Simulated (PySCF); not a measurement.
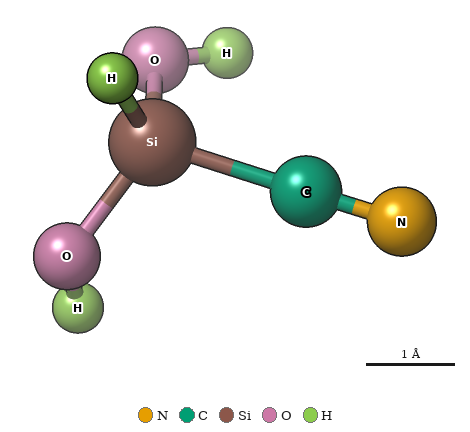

Fig. 1: The structure as given in the input (ball-and-stick view, seen at a tilt). Bond lengths as drawn: C–N 1.16 Å, C–Si 1.87 Å, H–O 0.96 Å, H–Si 1.47 Å and O–Si 1.64 to 1.65 Å.

**CH3NO2Si: NMR shielding calculation**

The run: NMR shielding calculation of CH3NO2Si, SMILES N#C[SiH](O)O. Method and program: GIAO PBE0/6-311+G(2d,p) NMR shielding, non-relativistic, gas phase (PySCF 2.14.0).

The geometry comes from this level: PBE0-D3(BJ)/def2-SVP. Figures and captions count atoms from 1; the log counts them from 0 in places.

### Log
```
coarse grid: 7808 points
cycle   1  E = -534.2014330690  dE =  5.860e-01  |g| = 9.997e-01  |ddm| = 2.569e+00
cycle   2  E = -533.8362061315  dE =  3.652e-01  |g| = 1.703e+00  |ddm| = 1.813e+00
cycle   3  E = -534.3681094996  dE = -5.319e-01  |g| = 2.394e-01  |ddm| = 1.289e+00
cycle   4  E = -534.3768307672  dE = -8.721e-03  |g| = 1.299e-01  |ddm| = 1.881e-01
cycle   5  E = -534.3803716618  dE = -3.541e-03  |g| = 1.954e-02  |ddm| = 8.112e-02
cycle   6  E = -534.3804576603  dE = -8.600e-05  |g| = 2.754e-03  |ddm| = 1.678e-02
cycle   7  E = -534.3804590786  dE = -1.418e-06  |g| = 1.086e-03  |ddm| = 2.666e-03
final grid: 72664 points
cycle   8  E = -534.3880759872  dE = -3.311e-05  |g| = 7.413e-03  |ddm| = 2.521e-02
cycle   9  E = -534.3880626606  dE =  1.333e-05  |g| = 1.110e-02  |ddm| = 1.122e-02
cycle  10  E = -534.3880845008  dE = -2.184e-05  |g| = 1.685e-03  |ddm| = 6.917e-03
cycle  11  E = -534.3880849812  dE = -4.803e-07  |g| = 7.992e-04  |ddm| = 1.259e-03
cycle  12  E = -534.3880851053  dE = -1.242e-07  |g| = 1.379e-04  |ddm| = 4.613e-04
cycle  13  E = -534.3880851097  dE = -4.407e-09  |g| = 2.264e-05  |ddm| = 1.203e-04
cycle  14  E = -534.3880851098  dE = -6.321e-11  |g| = 1.418e-05  |ddm| = 2.098e-05
```

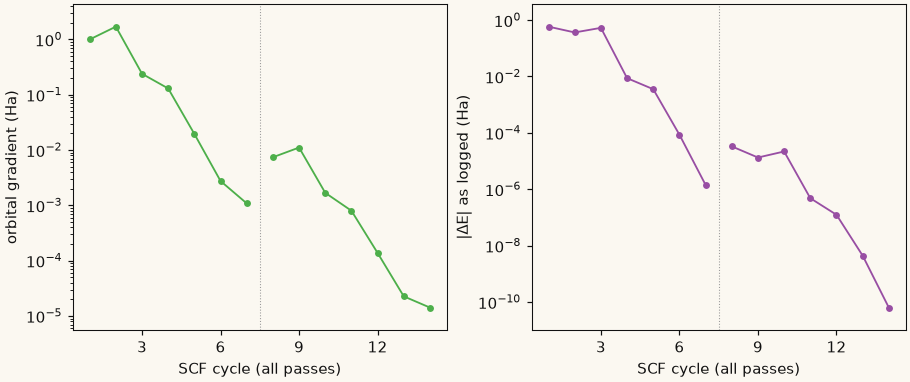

Fig. 2: Convergence of the self-consistent field: orbital gradient and size of the energy change against the SCF cycle. The dotted line marks the change from a coarse to the final integration grid. The first 7 cycles use a coarse grid, the final grid takes over at cycle 8, and the field converges after 14 cycles in all.

```
converged SCF energy = -534.3880851098

GIAO shielding tensors (ppm)
atom      isotropic    diamagn.    paramagn.     s11        s22        s33       span
  0 N      -79.804     321.973    -401.777   -274.074   -261.596    296.256    570.330
  1 C       60.804     266.164    -205.360    -55.208    -51.083    288.703    343.911
  2 Si     401.636     873.617    -471.980    338.443    425.250    441.216    102.773
  3 O      263.957     385.372    -121.415    214.681    285.680    291.511     76.830
  4 O      263.293     387.137    -123.845    209.797    275.657    304.424     94.627
  5 H       26.662      27.261      -0.598     23.673     24.294     32.020      8.347
  6 H       29.826      30.549      -0.723     23.343     25.174     40.960     17.616
  7 H       29.455      31.525      -2.070     22.867     25.132     40.366     17.499
```

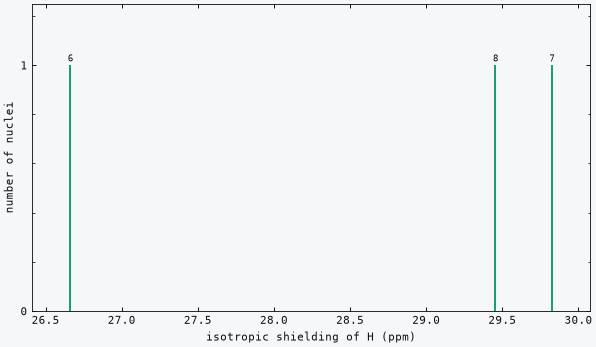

Fig. 3: Isotropic shieldings of the hydrogen nuclei in this fixed geometry, labelled by atom number; shielding grows to the right, so chemical shift grows to the left. The least shielded is H6 (26.7 ppm), the most shielded H7 (29.8 ppm).

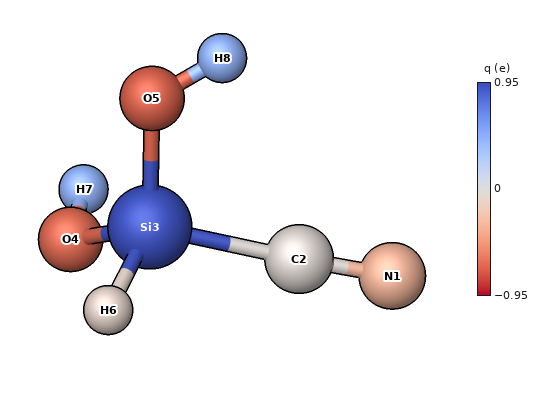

Fig. 4: ESP-fitted charges, as the colour of each atom (ball-and-stick view, seen at a tilt; atoms are numbered from 1 in the order of the input). By element: N −0.31, C −0.03, Si +0.90, O −0.69 to −0.66 and H −0.08 to +0.43 e.

The run was set up as follows.

### The input
```
{"job": {"kind": "nmr", "xc": "PBE0", "basis": "6-311+G(2d,p)", "pop": true}, "charge": 0, "multiplicity": 1}
N      2.478950     0.838482    -0.365233
C      1.439092     0.449709    -0.029768
Si    -0.262628    -0.148773     0.464958
O     -0.483329    -1.683541    -0.075722
O     -1.311338     0.934412    -0.200462
H     -0.364757    -0.204779     1.931974
H     -0.484623    -1.841536    -1.024784
H     -0.957233     1.635341    -0.755108
```

The first line tells a small driver script what to run in PySCF; the rest is the geometry in Å.

Command:
```bash
OMP_NUM_THREADS=1 python <driver script> task.json out
```

### Key numbers

- outcome: converged
- total energy: −534.388085 hartree
- HOMO: −9.82 eV
- LUMO: −1.07 eV
- dipole moment: 2.25 D
- isotropic shielding, N: −79.8 ppm
- isotropic shielding, C: 60.8 ppm
- isotropic shielding, Si: 401.6 ppm
- isotropic shielding, O: 263.3 to 264.0 ppm
- isotropic shielding, H: 26.7 to 29.8 ppm
- hardware: 1 CPU thread, shared host
- wall time: 10 s
- peak memory: 0.73 GiB
